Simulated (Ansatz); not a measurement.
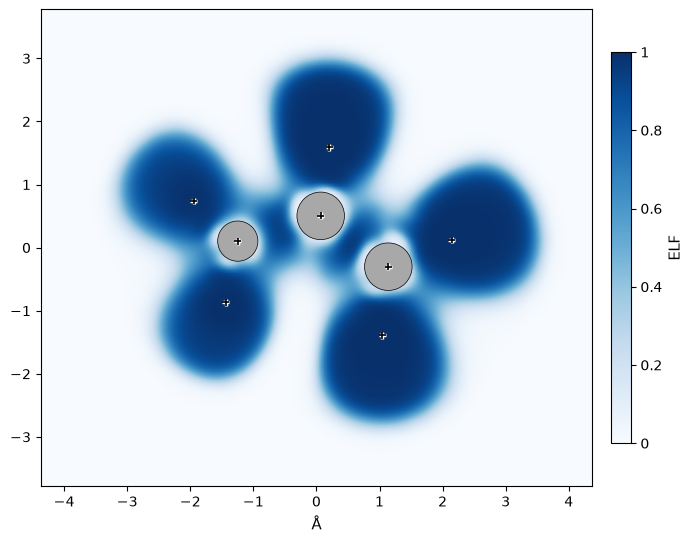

The ELF on a plane through atoms (crosses mark nuclei in the plane; grey discs cover the cores).

These are results of RKS PBE0-D4/def2-SVP (Ansatz 0.2.0), not measurements.

Candidates:
A. C$_{3}$H$_{6}$FNS
B. CH$_{3}$FO$_{2}$Si

Which system is this?

Candidate A: C$_{3}$H$_{6}$FNS on the plane of atoms C5, C4 and H9, which holds N, C and H. C–C (1.34 Å): the ELF peaks at about 0.95 between the atoms; a short, multiple covalent bond. C–N (1.38 Å): the ELF peaks at about 0.95 between the atoms: a covalent bond.
